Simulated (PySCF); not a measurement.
# PH3S (SMILES [PH3]=S): r2SCAN/STO-6G

Aim: the vertical ionisation energy of PH3S at r2SCAN/STO-6G, from 2 runs. 

Program for the calculation: PySCF 2.14.0.

11 further runs of the same task are left out: 2 that didn't finish, 9 set aside as unsound or not needed.

## Step 1: The structure to begin with

The species is PH3S (5 atoms), meant as a singlet with charge 0. As SMILES, `[PH3]=S`. The shape is that of a GFN2-xTB optimisation.

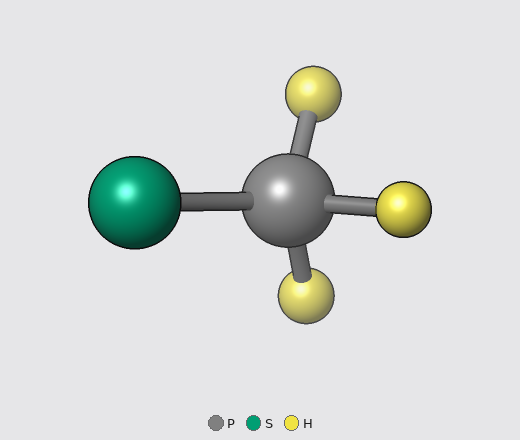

Viewed from a chosen angle; phosphorus grey, sulfur teal, hydrogen yellow.

## Step 2: A single-point energy at r2SCAN/STO-6G

The input, job.py:

```python
from pyscf import gto, dft

mol = gto.M(
    atom='''
P      0.007920    -0.006600     0.007660
S      1.261690    -0.941140     1.111260
H     -1.166840     0.461930     0.594540
H     -0.532470    -0.676580    -1.089190
H      0.429710     1.162380    -0.624270
''',
    verbose=3,
    max_memory=1860,
    basis='sto-6g',
)

mf = dft.RKS(mol)
mf.xc = 'r2scan'
mf.grids.level = 5
mf.conv_tol = 1e-10
mf.kernel()
if not mf.converged:
    mf = mf.newton().run(mf.mo_coeff, mf.mo_occ)

e_final = mf.e_tot
print('E = %.10f Eh' % e_final)
```

On the command line:

```console
$ OMP_NUM_THREADS=1 python job.py
```

Standard output:

```text
converged SCF energy = -738.613374393627
E = -738.6133743936 Eh
```

Wall time 6.9 s (1 thread of Intel Xeon Platinum 8259CL at 2.50GHz (Skylake/Cascade Lake), shared host); peak memory 0.21 GiB.

## Step 3: The doublet cation

The input, calc.py:

```python
from pyscf import gto, dft

system = gto.Mole()
system.atom = '''
P      0.014967    -0.012472     0.014475
S      2.384249    -1.778497     2.099977
H     -2.205008     0.872921     1.123518
H     -1.006222    -1.278551    -2.058271
H      0.812034     2.196580    -1.179699
'''
system.spin = 1
system.max_memory = 1860
system.charge = 1
system.unit = 'bohr'
system.basis = 'sto-6g'
system.verbose = 4
system.build()

ks = dft.UKS(system, xc='r2scan')
ks.conv_tol = 1e-10
ks.grids.level = 5
ks.kernel()
if not ks.converged:
    ks = ks.newton().run(ks.mo_coeff, ks.mo_occ)

e_final = ks.e_tot
print(f'total energy: {e_final:.8f} hartree')
```

On the command line:

```console
$ OMP_NUM_THREADS=1 python calc.py
```

Standard output:

```text
PySCF version 2.14.0

[... 56 lines left out ...]
WARN: beta  nocc = 16  HOMO -0.250324528389422 >= LUMO -0.250295027498366
[... 42 lines left out ...]
converged SCF energy = -738.417321810995  <S^2> = 0.75174217  2S+1 = 2.0017414
total energy: -738.41732181 hartree
```

It took 13 s on 1 thread of Intel Xeon Platinum 8259CL at 2.50GHz (Skylake/Cascade Lake), shared host; peak memory 0.22 GiB.

## Step 4: What came out

Level: r2SCAN/STO-6G.

| quantity | value |
| --- | --- |
| singlet PH3S: total energy | -738.61337 Eh |
| singlet PH3S: dipole moment | 3.45 D |
| singlet PH3S: HOMO energy | -0.94 eV |
| singlet PH3S: LUMO energy | 5.60 eV |
| singlet PH3S: HOMO–LUMO gap | 6.54 eV |
| doublet cation: total energy | -738.41732 Eh |
| doublet cation: HOMO energy (highest over α and β) | -10.27 eV |
| doublet cation: LUMO energy (lowest over α and β) | -9.47 eV |
| doublet cation: ⟨S²⟩ | 0.752 |
| vertical ionisation energy (to the doublet cation) | 5.335 eV |

In words: Removing an electron at fixed nuclei costs 5.33 eV (515 kJ/mol). −ε(HOMO) before ionisation, 0.94 eV, is 4.39 eV below this ionisation energy. In a minimal basis such a difference can be off by several eV, whatever the method.
